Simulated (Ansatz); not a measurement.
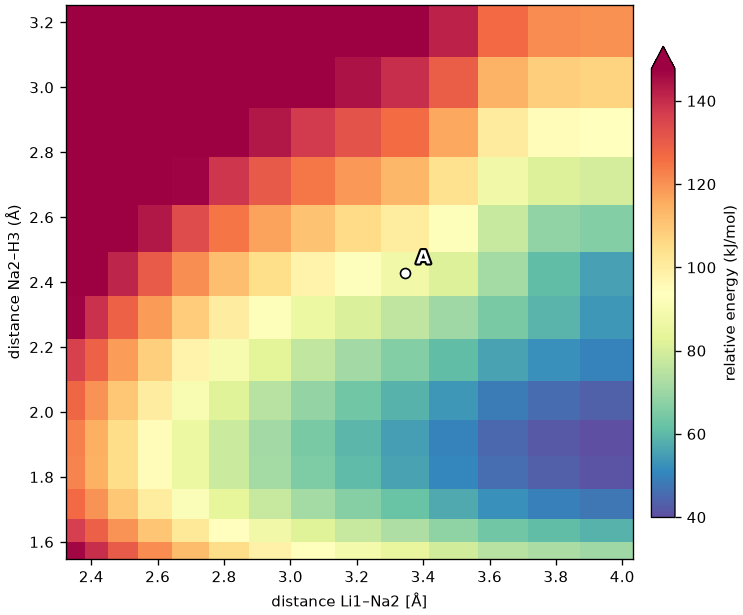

The system Li⁺ + NaH. 
- The first coordinate is: distance Li1–Na2; the second: distance Na2–H3.
- Nothing is relaxed (the angle Li1–Na2–H3 is fixed at 180 degrees).
- Grid: 14 × 14 points.
- Points are written as (first, second).
- Energies: kJ/mol, counted from Li with charge +1 far from the relaxed NaH (each part in its own basis).
- The reference is spin-restricted, so regions where a bond is pulled apart into radicals lie too high. The D4 coefficients can switch as the alkali atoms part, which puts small steps into the map.
- The calculation used RKS B3LYP-D4/aug-cc-pVTZ in Ansatz.

Drawn: one coloured cell a grid point, one colour for all values above the top of the scale, the point A.

### Is A at rest? If not, where is it pushed?

A, at (3.344 Å, 2.427 Å), is not a stationary point. The computed force is 35 kJ/mol for each Å towards larger values of distance Li1–Na2 and 89 kJ/mol for each Å towards smaller values of distance Na2–H3.
